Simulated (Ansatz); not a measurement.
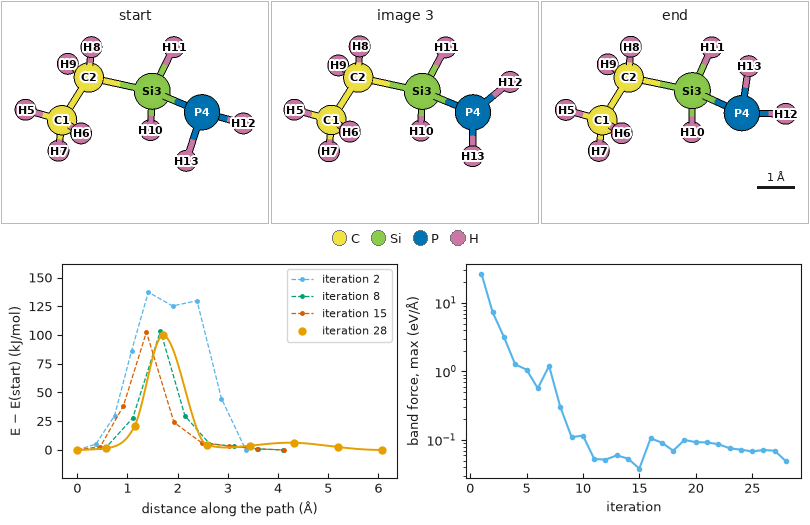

A nudged-elastic-band calculation for C₂H₉PSi. Images are numbered from 0 (start) to 8 (end). The plot follows the band through its iterations. Style: ball-and-stick. Shown from a free direction.

All numbers below come from RHF/def2-SVPD (Ansatz). Run with 7 movable images; climbing image; force threshold 0.05 eV/Å; iteration limit 60; starting path through a guess of the saddle point.

> How did the profile develop, and is the result final?

The run is converged, with reservations. The band converged in 28 iterations. The largest component of the band force went from 27 to 0.049 eV/Å. The climbing image converged on the top of the path. Its vibrational analysis gives one imaginary mode (774i cm⁻¹), as a transition state must have. The first iteration put the highest image at 538.8 kJ/mol. The barrier is about 99.8 kJ/mol in both directions, with image 3 at the top; the ends have nearly the same energy.
